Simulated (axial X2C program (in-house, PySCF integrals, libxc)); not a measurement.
# SnSe: properties at the nuclei

Wanted for SnSe: properties at the nuclei, at the two-component level.

Computed with an in-house X2C program for linear molecules on PySCF integrals. Level: two-component X2C with atomic mean-field terms, Sn dyall-cv3z, Se dyall-cv3z.

All values are calculated.

## (1) The job

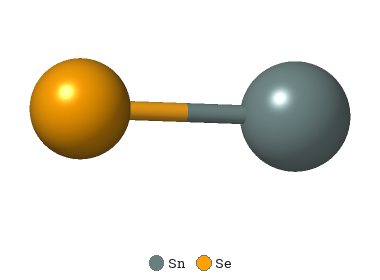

The two atoms at 2.370 Å (tin teal, selenium orange).

The input, task.json:

```json
{
 "zs": [
  50,
  34
 ],
 "q": 0,
 "bas": [
  "dyall-cv3z",
  "dyall-cv3z"
 ],
 "r0": 2.37,
 "levels": [
  "PBE0",
  "HF",
  "PBE",
  "BP86",
  "BHandHLYP"
 ],
 "nst": 3
}
```

Keys: zs atomic numbers; q charge; bas basis sets; r0 starting distance in Å; levels methods (HF also brings MP2); nst determinants followed.

Launch:

```
$ python soeom.py task.json out
```

Nuclei are Gaussian, cores are contracted, and the Gaunt term is on.

## (2) Expectation values, lowest determinant

R = 2.329 Å. State: Ω = 0 (closed shell).

Output of the PBE0 run:

```text
two-component X2C + atomic mean field  PBE0
basis functions 231  fitting functions 1239  grid points 5802
iter        total energy     max residual
   1      -8601.548236927     3.68e+00
   2      -8602.544889750     1.58e-01
   3      -8602.569346897     3.57e-02
   4      -8602.570251522     4.72e-02
   5      -8602.574372473     9.91e-03
   6      -8602.575064789     1.74e-02
   7      -8602.575853924     3.11e-03
   8      -8602.575866593     4.40e-04
   9      -8602.575867488     1.18e-04
  10      -8602.575867553     6.86e-05
  11      -8602.575867570     7.16e-06
  12      -8602.575867572     8.78e-06
converged
one-electron -12634.74092157  Coulomb 3904.96609100  exact exchange -62.66944798  xc functional -191.97778163  nuclear repulsion 386.26073790  atomic mean-field constant -4.41454528
```

The highest occupied spinor is 72% Se p, 22% Sn p, 4% Sn d.

```
    level  qzz Sn (a.u.)  qzz Se (a.u.)  μ (D)
     PBE0          -6.53          -0.16  -3.00
       HF          -8.10           0.21  -3.81
      PBE          -5.92          -0.33  -2.66
     BP86          -5.87          -0.37  -2.65
BHandHLYP          -7.01          -0.07  -3.32
```

Eeff is the effective electric field on the electron dipole moment in this Ω state and Ws the scalar–pseudoscalar constant (defined with the proton number Z and per Ω); A∥ is the parallel hyperfine constant, which follows by multiplying with the nuclear g factor gI = μI/(I μN); qzz is the electric field gradient, eQq0 = 234.96 MHz × Q/barn × qzz; μ is positive if Se is the positive end. The operators were transformed with the bare-nucleus X2C matrices.

## (3) Expectation values, a higher determinant

R = 2.329 Å. State: Ω = 1 (excess of +ω over −ω: ω = -1/2, ω = 3/2), 2.21 eV above the lowest in the PBE0 search for states (made at or near this distance, with looser thresholds).

Output of the PBE0 run:

```text
two-component X2C + atomic mean field  PBE0
basis functions 231  fitting functions 1239  grid points 5802
iter        total energy     max residual
   1      -8601.439009507     4.03e+00
   2      -8602.455588967     1.69e-01
   3      -8602.484601465     3.45e-02
   4      -8602.487276309     2.90e-02
   5      -8602.488638028     5.67e-03
   6      -8602.488683461     8.44e-04
   7      -8602.488687710     8.75e-04
   8      -8602.488690480     1.75e-04
   9      -8602.488690596     4.33e-05
  10      -8602.488690613     1.72e-05
  11      -8602.488690615     6.66e-06
converged
one-electron -12634.40215213  Coulomb 3904.73509960  exact exchange -62.68254507  xc functional -191.98528564  nuclear repulsion 386.26073790  atomic mean-field constant -4.41454528
```

The highest occupied spinor is 81% Sn p, 12% Se p, 4% Se d.

```
    level  Eeff magnitude (GV/cm)  Ws magnitude Sn (kHz)  A∥/gI Sn (MHz)  qzz Sn (a.u.)  A∥/gI Se (MHz)  qzz Se (a.u.)  μ (D)
     PBE0                   0.603                  0.205           -1110          -3.11             393          -2.09  -0.30
       HF                   0.228                  0.172           -1050          -3.74             466          -1.98  -0.45
      PBE                   0.611                  0.249           -1090          -2.89             366          -2.22  -0.16
     BP86                   0.649                   0.27           -1100          -2.87             385          -2.24  -0.17
BHandHLYP                   0.987                  0.377           -1040          -3.23             441          -2.07  -0.45
```

## (4) Expectation values, a higher determinant

R = 2.329 Å. State: Ω = 2 (excess of +ω over −ω: ω = 1/2, ω = 3/2), 2.36 eV above the lowest in the PBE0 search for states (made at or near this distance, with looser thresholds).

Output of the PBE0 run:

```text
two-component X2C + atomic mean field  PBE0
basis functions 231  fitting functions 1239  grid points 5802
iter        total energy     max residual
   1      -8601.433077530     3.94e+00
   2      -8602.449718536     1.69e-01
   3      -8602.478793308     3.46e-02
   4      -8602.481448602     2.86e-02
   5      -8602.482782438     5.56e-03
   6      -8602.482827950     7.90e-04
   7      -8602.482830146     4.45e-04
   8      -8602.482831213     1.45e-04
   9      -8602.482831299     2.87e-05
  10      -8602.482831310     1.46e-05
  11      -8602.482831311     5.56e-06
converged
one-electron -12634.36262955  Coulomb 3904.69819966  exact exchange -62.68174199  xc functional -191.98285205  nuclear repulsion 386.26073790  atomic mean-field constant -4.41454528
```

The highest occupied spinor is 75% Sn p, 18% Se p, 4% Se d.

```
    level  Eeff magnitude (GV/cm)  Ws magnitude Sn (kHz)  A∥/gI Sn (MHz)  qzz Sn (a.u.)  A∥/gI Se (MHz)  qzz Se (a.u.)  μ (D)
     PBE0                   0.372                 0.0911             640          -3.41             385          -1.81  -0.46
       HF                   0.493                  0.135             590          -4.00             355          -1.70  -0.61
      PBE                   0.482                  0.117             639          -3.21             396          -1.93  -0.34
     BP86                   0.518                  0.125             644          -3.18             404          -1.95  -0.35
BHandHLYP                   0.668                  0.167             596          -3.49             386          -1.85  -0.60
```

## (5) What came out

| quantity | value |
| --- | --- |
| lowest determinant | Ω = 0 (closed shell) |
| qzz Sn (a.u.), PBE0 | -6.53 |
| qzz Se (a.u.), PBE0 | -0.16 |
| μ (D), PBE0 | -3.00 |
| higher determinant | Ω = 1 (excess of +ω over −ω: ω = -1/2, ω = 3/2) |
| Eeff magnitude (GV/cm), PBE0, higher determinant | 0.603 |
| Ws magnitude Sn (kHz), PBE0, higher determinant | 0.205 |
| A∥/gI Sn (MHz), PBE0, higher determinant | -1110 |
| qzz Sn (a.u.), PBE0, higher determinant | -3.11 |
| higher determinant | Ω = 2 (excess of +ω over −ω: ω = 1/2, ω = 3/2) |
| Eeff magnitude (GV/cm), PBE0, higher determinant | 0.372 |
| Ws magnitude Sn (kHz), PBE0, higher determinant | 0.0911 |
| A∥/gI Sn (MHz), PBE0, higher determinant | 640 |
| qzz Sn (a.u.), PBE0, higher determinant | -3.41 |

In words: The expectation values come from single determinants, which for open shells can mix terms of unlike spin or miss the lowest Ω, so a determinant need not be a state. Eeff is the effective electric field on the electron dipole moment in this Ω state and Ws the scalar–pseudoscalar constant (defined with the proton number Z and per Ω); A∥ is the parallel hyperfine constant, which follows by multiplying with the nuclear g factor gI = μI/(I μN); qzz is the electric field gradient, eQq0 = 234.96 MHz × Q/barn × qzz; μ is positive if Se is the positive end. The operators were transformed with the bare-nucleus X2C matrices.
